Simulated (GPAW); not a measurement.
**CdF2 (Fm-3m): refractive index against wavelength**

The refractive index of CdF2 (Fm-3m) below the direct gap (3.53 eV on the mesh) is read from one computed spectrum, n = √(Re ε).

The structure is cubic, space group Fm-3m (No. 225). The conventional cell has a = 5.388 Å, b = 5.388 Å, c = 5.388 Å, α = 90.00°, β = 90.00°, γ = 90.00°. Around Cd on site a lie 8 F at 2.33 Å. Around F on site c lie 4 Cd at 2.33 Å.

Method: GPAW 26.7.0, PBE, RPA, k-mesh 10×10×10, local fields up to 50 eV, Lorentzian half width 0.15 eV.

Launch of the response step: `OMP_NUM_THREADS=1 python df.py`. The run took 1.7 min, its band step included, on 1 thread of Arm Neoverse N1 (shared host).

| wavelength (nm) | photon energy E (eV) | n |
| --- | --- | --- |
| 1550 | 0.800 | 1.6327 |
| 1310 | 0.946 | 1.6345 |
| 1064 | 1.165 | 1.6378 |
| 850 | 1.459 | 1.6435 |
| 700 | 1.771 | 1.6514 |
| 633 | 1.959 | 1.6572 |
| 532 | 2.331 | ? |

In the single-oscillator model n² − 1 = E₀E_d/(E₀² − E²), so 1/(n² − 1) = E₀/E_d − E²/(E₀E_d) is linear in E².

Working, on the rows shown:

| x = E² (eV²) | y = 1/(n² − 1) |
| --- | --- |
| 0.639837 | 0.600345 |
| 0.895757 | 0.598233 |
| 1.35784 | 0.594393 |
| 2.12762 | 0.587858 |
| 3.13716 | 0.578998 |
| 3.83641 | 0.572635 |

Means: x̄ = 1.9991, ȳ = 0.58874. Σ(x − x̄)(y − ȳ) = -0.07066, Σ(x − x̄)² = 8.164. Slope = -0.07066 / 8.164 = -0.008656; intercept = ȳ − slope · x̄ = 0.60605. Turned back into n, the line misses the rows shown by at most 0.0002.

**Question.** Fill in the last column of the withheld row.

**Answer.** At x = 5.4314 the line gives y = 0.55903, that is 1.6700. The run gave 1.6714, so the extrapolation is off by 0.0014, 4 % of the range in the table.

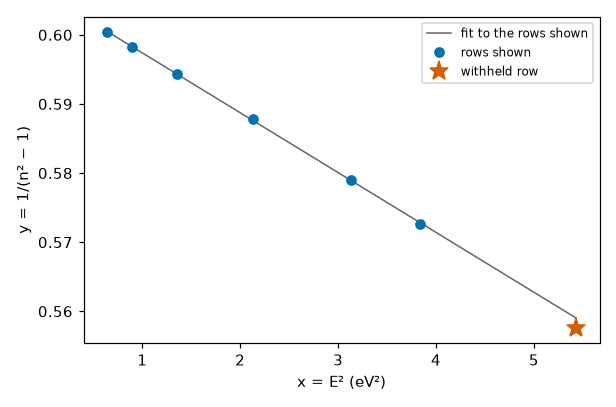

Refitted with all rows, the slope is -0.008896 and the intercept 0.60643. These give E₀ = √(intercept/−slope) = 8.26 eV and E_d = E₀/intercept = 13.6 eV; E₀ is 2.3 times the direct gap. The electronic limit at long wavelengths, without lattice vibrations, is n = √(1 + 1/intercept) = 1.628. Excitons are left out; PBE gaps are as a rule too small. The values come from a sum over the points of one k-mesh and carry its error, which grows as the direct gap shrinks. This version of GPAW has incomplete matrix elements in the optical limit, which can lower ε − 1 by up to a tenth where first-row anions or d states rule. Spin-orbit coupling is left out.
